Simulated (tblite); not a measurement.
**Geometry relaxation of Si3H6S3 (part 2 of 2)**

The same run, continued: Si3H6S3, SMILES [SiH2]1S[SiH2]S[SiH2]S1; GFN2-xTB geometry optimisation, gas phase (tblite 0.8.0). 

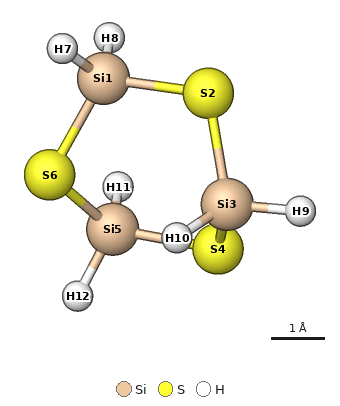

Fig. 1: The geometry at step 50 of the log (ball-and-stick view, seen at a tilt; atoms are numbered from 1 in the order of the input).

Trajectory as extended XYZ, continued
```
12
Properties=species:S:1:pos:R:3:forces:R:3 step=34 energy=-493.95035
Si    1.9219   -0.7283   -1.3113    0.0110  -0.0180  -0.0090
S     0.9295    1.0711   -1.9411    0.0260   0.0200   0.0030
Si   -0.5938    1.5045   -0.4800   -0.0410  -0.0200   0.0100
S     0.2061    1.7573    1.5042    0.0170  -0.0290  -0.0360
Si    1.2118   -0.0807    2.0172   -0.0450   0.0720  -0.0020
S     1.0873   -1.5813    0.4821    0.0520   0.0090  -0.0080
H     1.6623   -1.7592   -2.2928   -0.0090   0.0050  -0.0130
H     3.3182   -0.3823   -1.1064   -0.0320   0.0000   0.0470
H    -1.0878    2.8082   -0.8575    0.0200  -0.0390   0.0290
H    -1.5318    0.3949   -0.4623   -0.0120   0.0310  -0.0010
H     2.5948    0.2920    2.2611   -0.0110  -0.0500  -0.0220
H     0.4847   -0.6956    3.1079    0.0250   0.0180   0.0020
12
Properties=species:S:1:pos:R:3:forces:R:3 step=36 energy=-493.95155
Si    1.9235   -0.7253   -1.3103   -0.0150  -0.0140   0.0030
S     0.9318    1.0747   -1.9401    0.0100   0.0220   0.0250
Si   -0.5955    1.4988   -0.4775   -0.0060  -0.0100  -0.0570
S     0.2103    1.7573    1.5012   -0.0050   0.0490  -0.0120
Si    1.2118   -0.0749    2.0157    0.0030  -0.0220  -0.0170
S     1.0776   -1.5757    0.4785    0.0500   0.0130   0.0130
H     1.6632   -1.7503   -2.2962   -0.0090  -0.0150  -0.0250
H     3.3194   -0.3894   -1.0948   -0.0120   0.0160   0.0430
H    -1.0922    2.8000   -0.8564    0.0120  -0.0150   0.0280
H    -1.5328    0.3908   -0.4627   -0.0240   0.0030   0.0060
H     2.6001    0.2807    2.2556   -0.0190  -0.0340  -0.0230
H     0.4860   -0.6861    3.1082    0.0160   0.0070   0.0150
12
Properties=species:S:1:pos:R:3:forces:R:3 step=38 energy=-493.95322
Si    1.9209   -0.7244   -1.3090   -0.0030   0.0020   0.0050
S     0.9421    1.0861   -1.9361   -0.0020  -0.0050   0.0260
Si   -0.5945    1.4918   -0.4795    0.0040  -0.0140  -0.0530
S     0.2186    1.7669    1.4948   -0.0220   0.0590  -0.0040
Si    1.2065   -0.0675    2.0096    0.0450  -0.0760  -0.0080
S     1.0650   -1.5722    0.4741    0.0150   0.0020   0.0230
H     1.6647   -1.7429   -2.3036   -0.0040  -0.0030  -0.0100
H     3.3138   -0.3922   -1.0683   -0.0080   0.0140   0.0180
H    -1.1022    2.7884   -0.8525   -0.0040   0.0170   0.0080
H    -1.5267    0.3794   -0.4571   -0.0110   0.0030   0.0020
H     2.6029    0.2618    2.2373   -0.0110  -0.0070  -0.0160
H     0.4920   -0.6744    3.1114    0.0000   0.0050   0.0090
12
Properties=species:S:1:pos:R:3:forces:R:3 step=40 energy=-493.95368
Si    1.9197   -0.7252   -1.3092    0.0050   0.0010   0.0070
S     0.9458    1.0884   -1.9340    0.0010  -0.0080   0.0020
Si   -0.5940    1.4904   -0.4826   -0.0060   0.0000   0.0020
S     0.2194    1.7718    1.4926   -0.0020  -0.0110  -0.0090
Si    1.2056   -0.0684    2.0079    0.0100  -0.0150  -0.0040
S     1.0652   -1.5729    0.4742   -0.0020  -0.0160   0.0120
H     1.6640   -1.7432   -2.3051    0.0000   0.0080   0.0000
H     3.3105   -0.3897   -1.0611   -0.0030   0.0080   0.0070
H    -1.1036    2.7878   -0.8506   -0.0060   0.0140  -0.0030
H    -1.5251    0.3767   -0.4549   -0.0030   0.0100  -0.0060
H     2.6023    0.2584    2.2313    0.0070   0.0010  -0.0090
H     0.4935   -0.6735    3.1127   -0.0010   0.0090   0.0010
12
Properties=species:S:1:pos:R:3:forces:R:3 step=42 energy=-493.95379
Si    1.9203   -0.7253   -1.3088   -0.0040  -0.0050   0.0110
S     0.9455    1.0870   -1.9335    0.0000  -0.0020  -0.0040
Si   -0.5949    1.4907   -0.4831   -0.0040   0.0150   0.0090
S     0.2185    1.7710    1.4918    0.0080  -0.0300  -0.0040
Si    1.2070   -0.0703    2.0079   -0.0080   0.0150  -0.0040
S     1.0666   -1.5742    0.4754    0.0010  -0.0210  -0.0010
H     1.6630   -1.7432   -2.3046    0.0030   0.0070   0.0010
H     3.3104   -0.3881   -1.0610    0.0030   0.0060   0.0080
H    -1.1025    2.7896   -0.8506   -0.0030   0.0020  -0.0020
H    -1.5263    0.3776   -0.4556   -0.0090   0.0050  -0.0080
H     2.6029    0.2595    2.2308    0.0090   0.0000  -0.0070
H     0.4927   -0.6736    3.1123    0.0030   0.0080   0.0010
12
Properties=species:S:1:pos:R:3:forces:R:3 step=44 energy=-493.95404
Si    1.9212   -0.7256   -1.3061   -0.0180  -0.0110   0.0130
S     0.9456    1.0850   -1.9324   -0.0120   0.0060  -0.0010
Si   -0.5973    1.4911   -0.4839    0.0060   0.0280  -0.0080
S     0.2180    1.7673    1.4890    0.0160  -0.0250   0.0150
Si    1.2097   -0.0730    2.0066   -0.0180   0.0290   0.0020
S     1.0685   -1.5790    0.4782    0.0060  -0.0190  -0.0240
H     1.6620   -1.7403   -2.3047    0.0090   0.0020   0.0060
H     3.3100   -0.3854   -1.0565    0.0070   0.0020   0.0080
H    -1.1023    2.7921   -0.8502    0.0030  -0.0120  -0.0010
H    -1.5304    0.3802   -0.4581   -0.0160  -0.0050  -0.0090
H     2.6056    0.2585    2.2270    0.0070   0.0000  -0.0050
H     0.4925   -0.6703    3.1123    0.0090   0.0040   0.0030
12
Properties=species:S:1:pos:R:3:forces:R:3 step=46 energy=-493.95430
Si    1.9208   -0.7266   -1.3022   -0.0070  -0.0050   0.0050
S     0.9454    1.0841   -1.9316   -0.0170   0.0030   0.0060
Si   -0.5991    1.4926   -0.4857    0.0060   0.0060  -0.0170
S     0.2185    1.7629    1.4867    0.0060   0.0050   0.0180
Si    1.2111   -0.0742    2.0046   -0.0030   0.0020   0.0070
S     1.0713   -1.5860    0.4803    0.0000  -0.0020  -0.0210
H     1.6633   -1.7366   -2.3059    0.0110  -0.0030   0.0090
H     3.3092   -0.3837   -1.0505   -0.0020  -0.0010   0.0050
H    -1.1042    2.7937   -0.8498    0.0050  -0.0030  -0.0020
H    -1.5361    0.3843   -0.4616   -0.0090  -0.0020  -0.0080
H     2.6082    0.2552    2.2229    0.0020   0.0020  -0.0060
H     0.4947   -0.6650    3.1140    0.0090  -0.0040   0.0040
12
Properties=species:S:1:pos:R:3:forces:R:3 step=48 energy=-493.95437
Si    1.9202   -0.7272   -1.3013    0.0040   0.0030  -0.0010
S     0.9443    1.0840   -1.9315   -0.0070  -0.0020   0.0000
Si   -0.5990    1.4935   -0.4867   -0.0030  -0.0070   0.0020
S     0.2187    1.7622    1.4874   -0.0030   0.0070   0.0030
Si    1.2109   -0.0743    2.0045    0.0040  -0.0070   0.0010
S     1.0725   -1.5878    0.4799   -0.0060   0.0070  -0.0020
H     1.6648   -1.7364   -2.3059    0.0080  -0.0050   0.0050
H     3.3088   -0.3837   -1.0501   -0.0060   0.0000   0.0040
H    -1.1047    2.7942   -0.8501    0.0050   0.0050  -0.0030
H    -1.5378    0.3860   -0.4629   -0.0010   0.0050  -0.0060
H     2.6083    0.2547    2.2227    0.0000   0.0010  -0.0080
H     0.4961   -0.6645    3.1152    0.0060  -0.0070   0.0040
12
Properties=species:S:1:pos:R:3:forces:R:3 step=50 energy=-493.95442
Si    1.9202   -0.7273   -1.3008    0.0020   0.0080  -0.0040
S     0.9430    1.0835   -1.9312    0.0050  -0.0050  -0.0100
Si   -0.5994    1.4938   -0.4872   -0.0080  -0.0010   0.0200
S     0.2186    1.7621    1.4881   -0.0050  -0.0050  -0.0080
Si    1.2113   -0.0750    2.0048   -0.0010   0.0020  -0.0050
S     1.0724   -1.5883    0.4792   -0.0090   0.0070   0.0110
H     1.6660   -1.7370   -2.3050    0.0070  -0.0070   0.0000
H     3.3082   -0.3831   -1.0494   -0.0010   0.0030   0.0050
H    -1.1039    2.7952   -0.8505    0.0060   0.0020  -0.0010
H    -1.5389    0.3869   -0.4642   -0.0010   0.0060  -0.0030
H     2.6087    0.2553    2.2214   -0.0020  -0.0020  -0.0070
H     0.4970   -0.6653    3.1158    0.0070  -0.0080   0.0020
12
Properties=species:S:1:pos:R:3:forces:R:3 step=52 energy=-493.95457
Si    1.9201   -0.7267   -1.2988   -0.0100   0.0080  -0.0090
S     0.9399    1.0818   -1.9306    0.0170  -0.0080  -0.0200
Si   -0.6013    1.4942   -0.4868   -0.0050   0.0190   0.0260
S     0.2187    1.7608    1.4886   -0.0100  -0.0180  -0.0140
Si    1.2127   -0.0771    2.0041   -0.0100   0.0130  -0.0090
S     1.0695   -1.5896    0.4782   -0.0130   0.0050   0.0220
H     1.6698   -1.7379   -2.3022    0.0080  -0.0070  -0.0050
H     3.3061   -0.3803   -1.0426    0.0120   0.0060   0.0050
H    -1.1014    2.7977   -0.8515    0.0080  -0.0110   0.0060
H    -1.5423    0.3890   -0.4684   -0.0070   0.0030   0.0040
H     2.6107    0.2554    2.2137   -0.0030  -0.0050  -0.0030
H     0.5007   -0.6666    3.1175    0.0130  -0.0040  -0.0040
12
Properties=species:S:1:pos:R:3:forces:R:3 step=54 energy=-493.95484
Si    1.9189   -0.7250   -1.2953   -0.0110  -0.0040  -0.0070
S     0.9357    1.0795   -1.9308    0.0130  -0.0090  -0.0150
Si   -0.6047    1.4956   -0.4847    0.0080   0.0220  -0.0050
S     0.2187    1.7583    1.4884   -0.0180  -0.0130  -0.0030
Si    1.2141   -0.0801    2.0014   -0.0080   0.0090  -0.0020
S     1.0616   -1.5919    0.4779   -0.0150   0.0010   0.0110
H     1.6792   -1.7394   -2.2983    0.0080   0.0000  -0.0040
H     3.3019   -0.3753   -1.0276    0.0130   0.0060   0.0020
H    -1.0979    2.8008   -0.8529    0.0060  -0.0130   0.0140
H    -1.5487    0.3932   -0.4759   -0.0110  -0.0010   0.0160
H     2.6140    0.2529    2.1975   -0.0020  -0.0030   0.0050
H     0.5105   -0.6679    3.1213    0.0160   0.0030  -0.0100
12
Properties=species:S:1:pos:R:3:forces:R:3 step=56 energy=-493.95499
Si    1.9174   -0.7243   -1.2943    0.0070  -0.0120   0.0050
S     0.9346    1.0784   -1.9324   -0.0010  -0.0050  -0.0030
Si   -0.6052    1.4969   -0.4838    0.0100  -0.0070  -0.0270
S     0.2174    1.7572    1.4885   -0.0190  -0.0020   0.0070
Si    1.2138   -0.0806    1.9998    0.0040   0.0000   0.0010
S     1.0570   -1.5926    0.4784   -0.0120   0.0020  -0.0100
H     1.6856   -1.7403   -2.2976    0.0040   0.0030  -0.0020
H     3.3002   -0.3739   -1.0213   -0.0030   0.0040   0.0000
H    -1.0975    2.8013   -0.8530    0.0020   0.0070   0.0100
H    -1.5519    0.3962   -0.4783   -0.0030   0.0040   0.0180
H     2.6145    0.2506    2.1913    0.0040   0.0030   0.0050
H     0.5173   -0.6682    3.1236    0.0060   0.0030  -0.0040
12
Properties=species:S:1:pos:R:3:forces:R:3 step=58 energy=-493.95519
Si    1.9164   -0.7251   -1.2930    0.0230  -0.0120   0.0190
S     0.9334    1.0759   -1.9350   -0.0070   0.0000   0.0010
Si   -0.6047    1.4985   -0.4854   -0.0020  -0.0360  -0.0180
S     0.2133    1.7552    1.4895   -0.0120  -0.0020   0.0070
Si    1.2137   -0.0810    1.9983    0.0130   0.0050  -0.0040
S     1.0511   -1.5931    0.4782   -0.0050   0.0040  -0.0240
H     1.6936   -1.7417   -2.2972   -0.0030  -0.0010  -0.0050
H     3.2985   -0.3721   -1.0160   -0.0150   0.0010   0.0010
H    -1.0965    2.8029   -0.8519    0.0010   0.0250   0.0020
H    -1.5562    0.4009   -0.4790    0.0100   0.0110   0.0140
H     2.6151    0.2491    2.1866    0.0060   0.0070   0.0000
H     0.5256   -0.6688    3.1261   -0.0080  -0.0020   0.0080
12
Properties=species:S:1:pos:R:3:forces:R:3 step=60 energy=-493.95557
Si    1.9164   -0.7273   -1.2874    0.0170  -0.0020   0.0190
S     0.9280    1.0680   -1.9396   -0.0040   0.0000  -0.0010
Si   -0.6062    1.5004   -0.4903   -0.0150  -0.0320   0.0110
S     0.2029    1.7476    1.4914    0.0000  -0.0090   0.0000
Si    1.2162   -0.0830    1.9947    0.0060   0.0160  -0.0100
S     1.0370   -1.5950    0.4758    0.0040   0.0010  -0.0190
H     1.7100   -1.7453   -2.2931   -0.0050  -0.0040  -0.0120
H     3.2929   -0.3631   -0.9982   -0.0100  -0.0020   0.0020
H    -1.0888    2.8106   -0.8492    0.0050   0.0210  -0.0050
H    -1.5684    0.4118   -0.4822    0.0150   0.0100   0.0060
H     2.6195    0.2482    2.1690    0.0010   0.0060  -0.0060
H     0.5436   -0.6720    3.1305   -0.0140  -0.0030   0.0140
12
Properties=species:S:1:pos:R:3:forces:R:3 step=62 energy=-493.95569
Si    1.9174   -0.7281   -1.2847   -0.0010   0.0020  -0.0010
S     0.9256    1.0649   -1.9404   -0.0020  -0.0030   0.0000
Si   -0.6081    1.4997   -0.4915   -0.0030   0.0010   0.0070
S     0.1997    1.7440    1.4916   -0.0010  -0.0030   0.0010
Si    1.2178   -0.0835    1.9933   -0.0040   0.0030  -0.0030
S     1.0336   -1.5958    0.4744    0.0030  -0.0030  -0.0010
H     1.7131   -1.7464   -2.2907    0.0020   0.0000  -0.0090
H     3.2908   -0.3585   -0.9908    0.0040  -0.0030   0.0020
H    -1.0833    2.8142   -0.8482    0.0070   0.0010  -0.0020
H    -1.5727    0.4146   -0.4836    0.0020  -0.0020   0.0050
H     2.6218    0.2491    2.1610   -0.0030   0.0030  -0.0040
H     0.5475   -0.6736    3.1307   -0.0030   0.0030   0.0040
12
Properties=species:S:1:pos:R:3:forces:R:3 step=64 energy=-493.95571
Si    1.9177   -0.7280   -1.2850   -0.0020  -0.0010  -0.0060
S     0.9256    1.0651   -1.9401   -0.0040  -0.0030   0.0030
Si   -0.6083    1.4993   -0.4909    0.0030   0.0050  -0.0010
S     0.2000    1.7441    1.4915   -0.0030   0.0030   0.0030
Si    1.2176   -0.0830    1.9934   -0.0030  -0.0060   0.0020
S     1.0350   -1.5957    0.4744    0.0010  -0.0020   0.0020
H     1.7117   -1.7462   -2.2914    0.0050   0.0050  -0.0040
H     3.2914   -0.3588   -0.9915    0.0020  -0.0030   0.0000
H    -1.0826    2.8141   -0.8483    0.0050  -0.0020  -0.0010
H    -1.5721    0.4137   -0.4829   -0.0010  -0.0030   0.0050
H     2.6214    0.2496    2.1616   -0.0030   0.0030  -0.0020
H     0.5458   -0.6733    3.1303    0.0010   0.0050   0.0000
```

The run was set up as follows.

The input
```
{"job": {"kind": "relax", "xc": "GFN2-xTB", "basis": "xTB"}, "charge": 0, "multiplicity": 1}
Si     2.034144    -0.861672    -1.451922
S      0.739875     0.817580    -1.905905
Si    -0.748877     1.631884    -0.538383
S      0.026237     1.472179     1.469829
Si     1.236044    -0.113730     2.224056
S      1.740151    -1.456140     0.596494
H      1.716177    -1.949467    -2.332881
H      3.363371    -0.454956    -1.631583
H     -0.927352     3.016640    -0.849637
H     -1.937326     0.944768    -0.668435
H      2.421578     0.397849     2.780202
H      0.539145    -0.844171     3.229266
```

The first line tells a small driver script what to run in tblite; the rest is the geometry in Å.

Run as:
```bash
OMP_NUM_THREADS=1 python <driver script> task.json out
```

Key numbers

| quantity | value |
| --- | --- |
| outcome | converged |
| total energy | −493.9557 eV |
| hardware | 1 CPU thread, shared host |
| wall time | 2.7 s |
| peak memory | 0.18 GiB |
